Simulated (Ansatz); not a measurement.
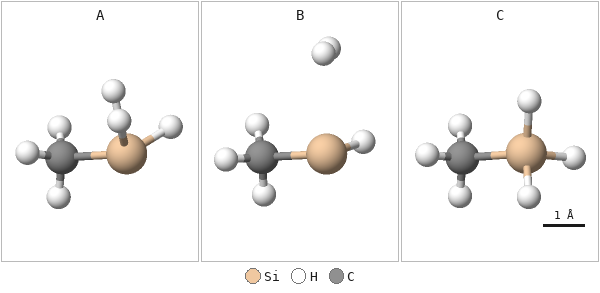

3 geometries from a converged minimum-energy path of CH$_{6}$Si, shuffled. A ball-and-stick model, seen at a tilt.

The calculation used RKS BHLYP/def2-mTZVP (Ansatz 0.2.0). Set-up: 5 movable images; climbing image; force threshold 0.03 eV/Å; iteration limit 60; starting path through a guess of the saddle point.

> Which frame is the transition state?

A. In order along the path, whose images run from 0 to 6: C (image 0, 0.0 kcal/mol), A (image 4, +72.6 kcal/mol), B (image 6, +61.6 kcal/mol). Breaking: 2 H–Si (1.48 → 2.51–2.64 Å). Forming: H–H (2.39 → 0.74 Å).
